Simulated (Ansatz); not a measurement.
```xyz
4

Al   -0.3539    1.3973   -1.6893
Al    1.4044   -0.2689   -0.6069
Sb    0.4285   -1.3797    1.6158
Sb   -1.4790    0.2513    0.6803
```

Geometry: PBE-D4/def2-SVP; core potentials replace the inner electrons of Sb; not at a stationary point (largest force 0.7 eV/Å).

Theory: Ansatz, UKS PBE0-D4/def2-TZVP.

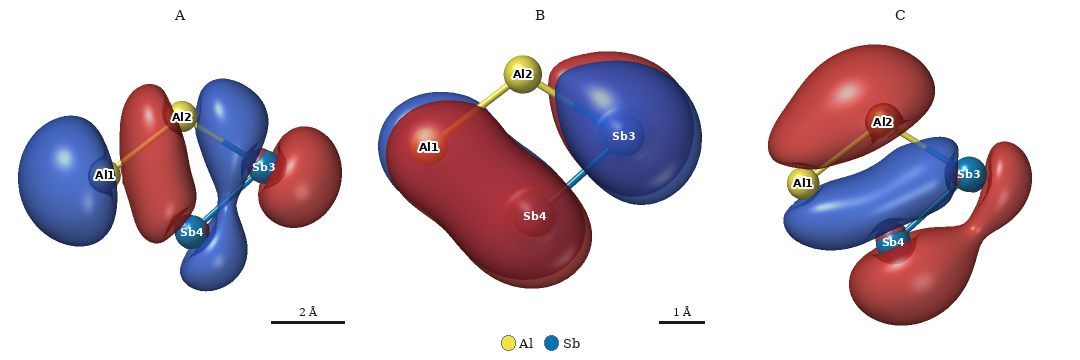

Al$_{2}$Sb$_{2}$ (charge +1, doublet). Three frontier orbitals at ±0.06 Å⁻³ᐟ² (red and blue are the two phases), in no order.

Question: Order the three orbitals by energy and name them. All are α orbitals.

Answer: C is the HOMO−1 (α) (−10.90 eV). Its weight (Hirshfeld) is mainly on Sb4 (about 40 %), Al2 (about 35 %), Al1 (about 15 %) and Sb3 (about 10 %); it is symmetric in the molecular plane (an in-plane orbital: σ, lone-pair or in-plane π type). A is the HOMO (α) (−10.09 eV). By Hirshfeld shares it lies mainly on Al1 (about 45 %), Sb3 (about 25 %), Al2 (about 15 %) and Sb4 (about 15 %); it is symmetric in the molecular plane (an in-plane orbital: σ, lone-pair or in-plane π type). B is the LUMO (α) (−7.87 eV). By Hirshfeld shares it lies mainly on Sb3 (about 45 %), Sb4 (about 35 %) and Al1 (about 15 %); it changes sign across the molecular plane (π type); π-antibonding (a node) across Sb3–Sb4.

Question: What is the gap between the highest occupied and lowest empty α orbitals?

Answer: 2.22 eV between the orbital energies.
